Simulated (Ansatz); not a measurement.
Molecular dynamics of WH₆ClOF (part 4 of 4)

The same run, continued: WH₆ClOF; RKS PBE0-D4/def2-SVP (Ansatz 0.2.0). It belongs to a series of runs on one base structure; here: dynamics from the highest image of the converged band.

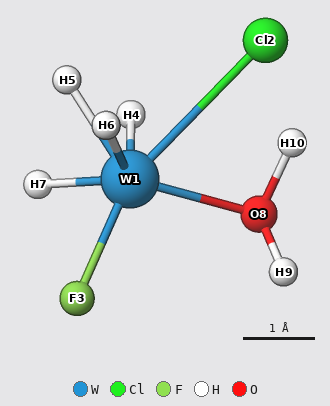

Fig. 1: The geometry at step 131 of the log (ball-and-stick view, seen on its broad side; atoms are numbered from 1 in the order of the input).

Trajectory as extended XYZ, continued:
```
10
Properties=species:S:1:pos:R:3:forces:R:3 step=105 time_fs=52.5 energy=-19193.42982 temperature=67.0
W     0.5605    0.0291   -0.0040   -0.0709  -0.2743  -0.1864
Cl   -0.5152    0.4763    2.5258    0.0049  -0.1146  -0.1943
F     1.9047   -0.6417   -1.1604   -0.3578   0.1727   0.3318
H    -0.4602    1.3655   -0.1655    0.2344  -0.3593   0.1651
H    -1.0825   -0.2760   -0.1615    0.1137   0.0910  -0.0454
H    -0.0724   -1.4302    0.6100    0.1614   0.2646  -0.1036
H    -0.0635    0.4040   -1.4827   -0.0724   0.0496  -0.0987
O     1.5778    1.4049    1.0699   -0.1970  -0.1638   0.0650
H     2.4939    1.1442    1.2540   -0.0151  -0.0264   0.0051
H     0.6526    1.1329    2.1273    0.1989   0.3604   0.0615
10
Properties=species:S:1:pos:R:3:forces:R:3 step=109 time_fs=54.5 energy=-19193.43172 temperature=68.9
W     0.5596    0.0297   -0.0034    0.2605  -0.5878  -0.5451
Cl   -0.5135    0.4766    2.5245    0.1700  -0.0635  -0.3077
F     1.9098   -0.6460   -1.1634   -0.4699   0.2625   0.4442
H    -0.4486    1.3472   -0.1663   -0.0106  -0.1039   0.1463
H    -1.0768   -0.2891   -0.1689    0.0634   0.1160  -0.0326
H    -0.0547   -1.4414    0.5829    0.0805   0.2154  -0.0148
H    -0.0580    0.4146   -1.4929   -0.0115  -0.0013   0.0517
O     1.5738    1.4042    1.0739    0.4601  -0.2864   0.2582
H     2.5094    1.1448    1.2359   -0.6559   0.1613  -0.0660
H     0.6755    1.1377    2.1151    0.1135   0.2877   0.0658
10
Properties=species:S:1:pos:R:3:forces:R:3 step=112 time_fs=56.0 energy=-19193.43227 temperature=69.3
W     0.5589    0.0300   -0.0030    0.5738  -0.7979  -0.7789
Cl   -0.5122    0.4769    2.5233    0.3135  -0.0126  -0.4005
F     1.9130   -0.6489   -1.1650   -0.5305   0.3194   0.5041
H    -0.4396    1.3303   -0.1632   -0.2384   0.1482   0.1147
H    -1.0708   -0.2961   -0.1754   -0.0037   0.1216  -0.0227
H    -0.0392   -1.4444    0.5619   -0.0129   0.1037   0.0744
H    -0.0544    0.4226   -1.4996    0.0285  -0.0348   0.1505
O     1.5715    1.4033    1.0773    0.2693  -0.1823   0.3034
H     2.5065    1.1487    1.2209   -0.4472   0.1238   0.0163
H     0.6958    1.1486    2.1076    0.0476   0.2110   0.0387
10
Properties=species:S:1:pos:R:3:forces:R:3 step=116 time_fs=58.0 energy=-19193.42217 temperature=59.7
W     0.5581    0.0303   -0.0026    0.8866  -0.9450  -0.9752
Cl   -0.5100    0.4772    2.5213    0.4737   0.0428  -0.5097
F     1.9162   -0.6521   -1.1663   -0.5848   0.3811   0.5595
H    -0.4363    1.3135   -0.1554   -0.4456   0.3806   0.0742
H    -1.0632   -0.3013   -0.1846   -0.0921   0.1131  -0.0097
H    -0.0194   -1.4454    0.5369   -0.1386  -0.0725   0.1864
H    -0.0486    0.4321   -1.5034    0.0472  -0.0565   0.2021
O     1.5687    1.4017    1.0824   -0.5743   0.1199   0.3079
H     2.4912    1.1573    1.2021    0.4258  -0.0711   0.2010
H     0.7243    1.1700    2.0986    0.0022   0.1077  -0.0365
10
Properties=species:S:1:pos:R:3:forces:R:3 step=120 time_fs=60.0 energy=-19193.42401 temperature=61.5
W     0.5575    0.0305   -0.0024    0.8548  -0.8918  -0.9967
Cl   -0.5074    0.4775    2.5187    0.5611   0.0622  -0.5885
F     1.9183   -0.6546   -1.1665   -0.6087   0.4251   0.5925
H    -0.4491    1.3103   -0.1446   -0.3905   0.3234   0.0598
H    -1.0590   -0.3022   -0.1943   -0.1311   0.0934   0.0042
H    -0.0047   -1.4489    0.5188   -0.2103  -0.1674   0.2434
H    -0.0411    0.4395   -1.4998    0.0166  -0.0461   0.1391
O     1.5647    1.4004    1.0883   -0.6412   0.2465   0.4209
H     2.4896    1.1637    1.1906    0.5198  -0.0703   0.2636
H     0.7531    1.1956    2.0881    0.0295   0.0251  -0.1381
10
Properties=species:S:1:pos:R:3:forces:R:3 step=123 time_fs=61.5 energy=-19193.44045 temperature=77.3
W     0.5572    0.0304   -0.0024    0.5736  -0.7990  -0.8945
Cl   -0.5050    0.4778    2.5164    0.5720   0.0452  -0.6292
F     1.9191   -0.6559   -1.1658   -0.6056   0.4463   0.6029
H    -0.4686    1.3161   -0.1350   -0.1894   0.1140   0.0611
H    -1.0590   -0.3006   -0.2015   -0.1110   0.0777   0.0161
H     0.0012   -1.4555    0.5111   -0.2088  -0.1334   0.2321
H    -0.0350    0.4439   -1.4935   -0.0307  -0.0220   0.0346
O     1.5607    1.3997    1.0934    0.0309   0.1888   0.5590
H     2.5008    1.1669    1.1885   -0.1295   0.0942   0.2319
H     0.7755    1.2156    2.0770    0.0986  -0.0118  -0.2141
10
Properties=species:S:1:pos:R:3:forces:R:3 step=127 time_fs=63.5 energy=-19193.45914 temperature=95.5
W     0.5569    0.0303   -0.0025   -0.0074  -0.7652  -0.6550
Cl   -0.5013    0.4782    2.5127    0.5195  -0.0251  -0.6700
F     1.9190   -0.6568   -1.1639   -0.5719   0.4591   0.5935
H    -0.4999    1.3266   -0.1202    0.1364  -0.2022   0.0547
H    -1.0625   -0.2958   -0.2104   -0.0315   0.0615   0.0338
H     0.0024   -1.4681    0.5085   -0.1492   0.0328   0.1563
H    -0.0282    0.4491   -1.4844   -0.0978   0.0144  -0.1141
O     1.5555    1.3993    1.1013    0.6286   0.2209   0.6513
H     2.5098    1.1747    1.1934   -0.6643   0.2187   0.2326
H     0.8090    1.2418    2.0548    0.2376  -0.0148  -0.2829
10
Properties=species:S:1:pos:R:3:forces:R:3 step=131 time_fs=65.5 energy=-19193.49690 temperature=131.9
W     0.5565    0.0299   -0.0028   -0.6224  -0.8885  -0.4088
Cl   -0.4971    0.4786    2.5083    0.3958  -0.1571  -0.7062
F     1.9178   -0.6568   -1.1607   -0.4973   0.4515   0.5486
H    -0.5263    1.3298   -0.1033    0.3611  -0.3802   0.0247
H    -1.0671   -0.2886   -0.2181    0.0602   0.0491   0.0507
H    -0.0021   -1.4793    0.5117   -0.0738   0.2300   0.0540
H    -0.0249    0.4548   -1.4795   -0.1300   0.0302  -0.1839
O     1.5517    1.3995    1.1108    0.2767   0.5171   0.5159
H     2.4968    1.1901    1.2075   -0.1326   0.1062   0.3362
H     0.8516    1.2677    2.0222    0.3624   0.0417  -0.2313
10
Properties=species:S:1:pos:R:3:forces:R:3 step=134 time_fs=67.0 energy=-19193.53003 temperature=163.8
W     0.5562    0.0295   -0.0031   -0.9940  -1.0416  -0.2656
Cl   -0.4936    0.4788    2.5044    0.2637  -0.2940  -0.7320
F     1.9163   -0.6562   -1.1576   -0.4096   0.4294   0.4854
H    -0.5376    1.3231   -0.0900    0.4068  -0.3695  -0.0110
H    -1.0693   -0.2819   -0.2226    0.1015   0.0378   0.0601
H    -0.0076   -1.4825    0.5157   -0.0380   0.3228  -0.0105
H    -0.0257    0.4598   -1.4801   -0.1159   0.0190  -0.1531
O     1.5494    1.4004    1.1188   -0.0442   0.8106   0.1639
H     2.4825    1.2045    1.2263    0.5187  -0.0215   0.4279
H     0.8922    1.2881    1.9920    0.3110   0.1070   0.0347
10
Properties=species:S:1:pos:R:3:forces:R:3 step=138 time_fs=69.0 energy=-19193.55536 temperature=188.0
W     0.5555    0.0288   -0.0035   -1.2318  -1.2210  -0.0938
Cl   -0.4887    0.4788    2.4986    0.0881  -0.4787  -0.7588
F     1.9135   -0.6546   -1.1527   -0.2563   0.3770   0.3608
H    -0.5395    1.3026   -0.0728    0.2920  -0.1597  -0.0680
H    -1.0689   -0.2719   -0.2266    0.0887   0.0141   0.0634
H    -0.0161   -1.4760    0.5206   -0.0384   0.3118  -0.0539
H    -0.0303    0.4670   -1.4857   -0.0553  -0.0177  -0.0298
O     1.5464    1.4033    1.1295    0.9354   1.0232  -0.7623
H     2.4801    1.2233    1.2655    0.4441  -0.0028   0.3640
H     0.9548    1.3190    1.9561   -0.2666   0.1538   0.9784
10
Properties=species:S:1:pos:R:3:forces:R:3 step=141 time_fs=70.5 energy=-19193.55001 temperature=183.4
W     0.5549    0.0281   -0.0038   -1.1455  -1.2501   0.0783
Cl   -0.4850    0.4784    2.4937    0.0127  -0.5596  -0.7582
F     1.9110   -0.6529   -1.1484   -0.1339   0.3241   0.2450
H    -0.5334    1.2829   -0.0614    0.1052   0.1063  -0.1133
H    -1.0664   -0.2640   -0.2280    0.0274  -0.0102   0.0566
H    -0.0235   -1.4634    0.5231   -0.0725   0.1954  -0.0464
H    -0.0353    0.4720   -1.4910   -0.0004  -0.0472   0.0756
O     1.5455    1.4071    1.1365    2.2337   0.9973  -1.3048
H     2.4893    1.2373    1.3040   -0.1867   0.0961   0.1162
H     0.9963    1.3458    1.9515   -0.8401   0.1478   1.6512
10
Properties=species:S:1:pos:R:3:forces:R:3 step=145 time_fs=72.5 energy=-19193.59584 temperature=227.1
W     0.5538    0.0270   -0.0043   -0.7681  -1.0572   0.3990
Cl   -0.4800    0.4774    2.4865    0.0077  -0.5529  -0.7004
F     1.9075   -0.6501   -1.1424    0.0086   0.2427   0.0835
H    -0.5226    1.2612   -0.0503   -0.1540   0.4609  -0.1665
H    -1.0625   -0.2538   -0.2281   -0.0865  -0.0418   0.0366
H    -0.0360   -1.4408    0.5250   -0.1387  -0.0510   0.0058
H    -0.0419    0.4770   -1.4952    0.0531  -0.0717   0.1665
O     1.5489    1.4142    1.1433    2.2705   0.8854  -0.2775
H     2.4946    1.2590    1.3580   -0.5037   0.0948  -0.2499
H     1.0248    1.3865    1.9963   -0.6889   0.0906   0.7028
10
Properties=species:S:1:pos:R:3:forces:R:3 step=149 time_fs=74.5 energy=-19193.59660 temperature=228.0
W     0.5526    0.0256   -0.0046   -0.4816  -0.6127   0.7948
Cl   -0.4750    0.4758    2.4785    0.0646  -0.4627  -0.6017
F     1.9040   -0.6468   -1.1362    0.1259   0.1545  -0.0598
H    -0.5171    1.2564   -0.0454   -0.2328   0.5837  -0.1931
H    -1.0618   -0.2452   -0.2268   -0.1592  -0.0555   0.0104
H    -0.0538   -1.4201    0.5271   -0.1811  -0.2654   0.0579
H    -0.0465    0.4794   -1.4933    0.0666  -0.0699   0.1608
O     1.5576    1.4235    1.1496    0.8847   0.9372   1.1806
H     2.4838    1.2839    1.4033    0.1190  -0.0718  -0.3512
H     1.0278    1.4301    2.0658   -0.2060  -0.1374  -0.9987
10
Properties=species:S:1:pos:R:3:forces:R:3 step=152 time_fs=76.0 energy=-19193.56876 temperature=201.7
W     0.5516    0.0245   -0.0047   -0.5456  -0.2160   1.1169
Cl   -0.4712    0.4743    2.4721    0.0820  -0.4076  -0.5438
F     1.9016   -0.6441   -1.1316    0.2077   0.0873  -0.1455
H    -0.5186    1.2670   -0.0465   -0.1196   0.4499  -0.1873
H    -1.0650   -0.2402   -0.2255   -0.1447  -0.0479  -0.0091
H    -0.0715   -1.4106    0.5300   -0.1653  -0.3112   0.0580
H    -0.0484    0.4794   -1.4879    0.0525  -0.0516   0.0933
O     1.5657    1.4319    1.1559    0.0262   0.9869   1.5155
H     2.4770    1.3011    1.4288    0.6437  -0.1863  -0.2810
H     1.0236    1.4598    2.0972   -0.0369  -0.3034  -1.6171
10
Properties=species:S:1:pos:R:3:forces:R:3 step=156 time_fs=78.0 energy=-19193.61946 temperature=250.4
W     0.5502    0.0230   -0.0047   -0.9794   0.1984   1.5391
Cl   -0.4660    0.4719    2.4630    0.0110  -0.4196  -0.5297
F     1.8987   -0.6404   -1.1257    0.3190   0.0015  -0.2322
H    -0.5235    1.2950   -0.0542    0.1512   0.0893  -0.1494
H    -1.0738   -0.2349   -0.2241   -0.0373  -0.0195  -0.0314
H    -0.1004   -1.4079    0.5356   -0.0713  -0.1895  -0.0117
H    -0.0492    0.4779   -1.4780    0.0177  -0.0136  -0.0441
O     1.5766    1.4452    1.1675    0.0804   0.8646   1.2562
H     2.4882    1.3181    1.4532    0.4256  -0.1710  -0.2902
H     1.0172    1.4894    2.0860    0.0831  -0.3405  -1.5066
```

This output came from the following input.

Input file:
```yaml
crystal:
  periodic: [false, false, false]
  atoms:
    - { symbol: W, position_ang: [0.571359, 0.023907, -0.001346] }
    - { symbol: Cl, position_ang: [-0.54785, 0.494392, 2.537928] }
    - { symbol: F, position_ang: [1.865925, -0.606428, -1.207533] }
    - { symbol: H, position_ang: [-0.450021, 1.335021, -0.062955] }
    - { symbol: H, position_ang: [-1.070031, -0.283198, -0.125332] }
    - { symbol: H, position_ang: [0.005049, -1.435426, 0.634522] }
    - { symbol: H, position_ang: [-0.118882, 0.444061, -1.447544] }
    - { symbol: O, position_ang: [1.577273, 1.378076, 1.047867] }
    - { symbol: H, position_ang: [2.480327, 1.084718, 1.248239] }
    - { symbol: H, position_ang: [0.53065, 1.261276, 2.263153] }
basis:
  gaussian: { orbitals: def2-SVP }
hamiltonian:
  xc: pbe0
  dispersion: d4
md:
  timestep: 0.5
  n_steps: 156
  ensemble: nve
  temperature: 100.0
  initial_velocities: maxwell_boltzmann
  seed: 11456
```

Command:
```bash
ansatz run input.yaml --threads 2 --pin off --max-ram 3072MiB --backend cpu --events-out ev --progress --plain --runs-dir out
```

Key numbers:

| quantity | value |
| --- | --- |
| outcome | finished |
| mean temperature over the second half | 110 K |
| trajectory | 156 steps, 78 fs |
| ensemble | nve |
| temperature in the input | 100.0 K |
| time step | 0.5 fs |
| potential energy (last step) | −19193.6195 eV |
| mean-field energy (last step) | −19193.4259 eV |
| largest force (length of the vector) (last step) | 1.835 eV/Å |
| hardware | 2 threads of Arm Neoverse N1, 54 GiB of memory available, shared host |
| wall time | 16 min (CPU time 32 min) |
| peak memory | 0.24 GiB |

So short a trajectory is not equilibrated.
